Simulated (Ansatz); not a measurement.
System: Al3H3.

Input

```
crystal:
  periodic: [false, false, false]
  atoms:
    - {symbol: Al, position_ang: [0.567994, 1.269332, 0.142823]}
    - {symbol: Al, position_ang: [-1.107318, 0.305522, 1.674338]}
    - {symbol: Al, position_ang: [0.041259, -1.369980, 0.275588]}
    - {symbol: H, position_ang: [-0.974258, 0.180713, -0.315904]}
    - {symbol: H, position_ang: [1.212318, 2.199670, -1.010308]}
    - {symbol: H, position_ang: [0.260004, -2.585267, -0.766527]}
basis:
  gaussian: {orbitals: def2-TZVP, initial_orbitals: start.molden}
hamiltonian: {xc: pbe0, dispersion: d4}
output: {orbitals: {seedname: orbitals}}
```

Launched as:

```sh
ansatz run in.yaml --threads 4 --pin off --events-out ev --progress --plain --max-ram 3916MiB
```

Geometry: PBE-D4/def2-TZVP.

Level of theory: RKS PBE0-D4/def2-TZVP (Ansatz 0.2.0).

### Predict the electron density and electron localisation function between the atoms.

Al–Al (2.47 Å): ρ at the midpoint is about 0.31 e/Å³; the ELF peaks at about 0.65 between the atoms.

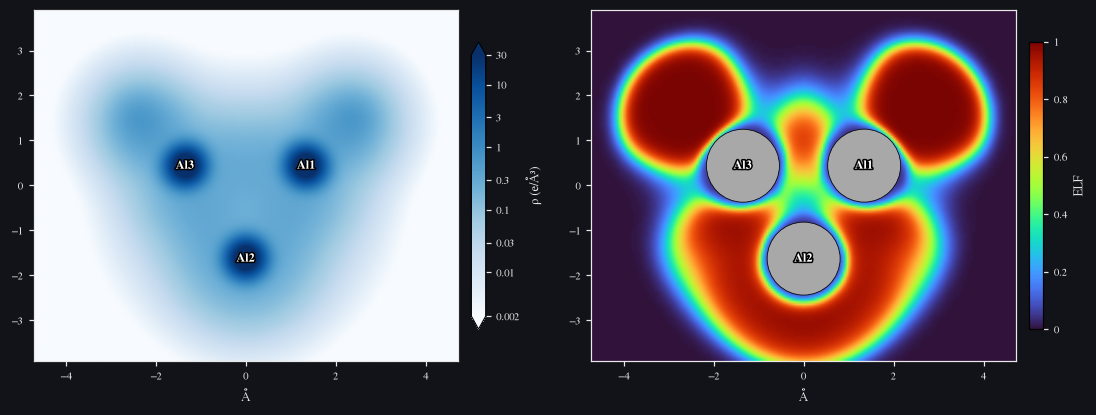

Computed electron density and electron localisation function on the plane of atoms Al1, Al2 and Al3, in this order. Grey discs cover the atomic cores in the ELF map. 
